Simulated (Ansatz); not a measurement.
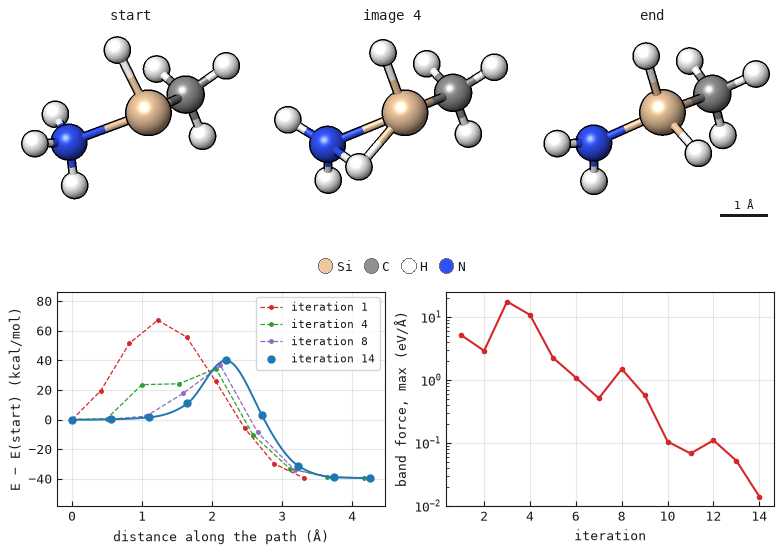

NEB run on CH$_{7}$NSi. Images are numbered from 0 (start) to 8 (end). The plot follows the band through its iterations. A ball-and-stick model, seen from a free direction.

These are results of RKS BHLYP-D4/def2-SVP (Ansatz 0.2.0), not measurements.

Input
```yaml
crystal:
  periodic: [false, false, false]
  atoms:
    - {symbol: Si, position_ang: [-0.855134, 0.285106, 0.861319]}
    - {symbol: C, position_ang: [0.861255, 1.052507, 0.443991]}
    - {symbol: H, position_ang: [-1.425597, -1.750733, -0.579518]}
    - {symbol: N, position_ang: [-0.541353, -1.290992, -0.389342]}
    - {symbol: H, position_ang: [-1.628668, 0.956681, -0.277030]}
    - {symbol: H, position_ang: [1.671616, 0.547818, 0.979680]}
    - {symbol: H, position_ang: [1.116944, 1.090390, -0.621366]}
    - {symbol: H, position_ang: [0.855721, 2.087439, 0.803836]}
    - {symbol: H, position_ang: [0.070982, -1.968944, 0.051409]}
    - {symbol: H, position_ang: [-0.125766, -1.009374, -1.273080]}
basis:
  gaussian: {orbitals: def2-SVP}
hamiltonian: {xc: {name: BHLYP}, dispersion: d4}
neb:
  images: 7
  climbing: true
  max_iterations: 60
  initial_path: idpp
  spring: 10.0
  final_atoms:
    - {symbol: Si, position_ang: [-0.669537, 0.001013, 0.055172]}
    - {symbol: C, position_ang: [0.827279, 0.973117, 0.593795]}
    - {symbol: H, position_ang: [-1.376015, -0.474152, 1.286315]}
    - {symbol: N, position_ang: [-0.183419, -1.252010, -1.024818]}
    - {symbol: H, position_ang: [-1.632902, 0.847992, -0.700037]}
    - {symbol: H, position_ang: [1.538568, 0.332564, 1.122578]}
    - {symbol: H, position_ang: [1.337731, 1.411402, -0.266258]}
    - {symbol: H, position_ang: [0.538936, 1.777762, 1.274986]}
    - {symbol: H, position_ang: [0.494573, -1.934824, -0.724790]}
    - {symbol: H, position_ang: [-0.875216, -1.682963, -1.617042]}
```

Launched with:
```bash
ansatz run in.yaml --threads 2 --pin off --events-out ev --progress --plain --max-ram 4352MiB
```

Q: How did the profile develop, and is the result final?

A: The run is converged, with reservations. The band converged in 14 iterations. The largest component of the band force went from 5.2 to 0.014 eV/Å. The climbing image converged on the top of the path. Its curvatures weren't checked. The largest force component is 0.19 eV/Å at the start and 0.21 eV/Å at the end; an end with forces this large is no minimum, and the barrier measured from it can be far off. The first iteration put the highest image at 67.1 kcal/mol. Forward barrier 39.9 kcal/mol, backward barrier 79.3 kcal/mol, with image 4 at the top; the reaction energy is −39.4 kcal/mol.
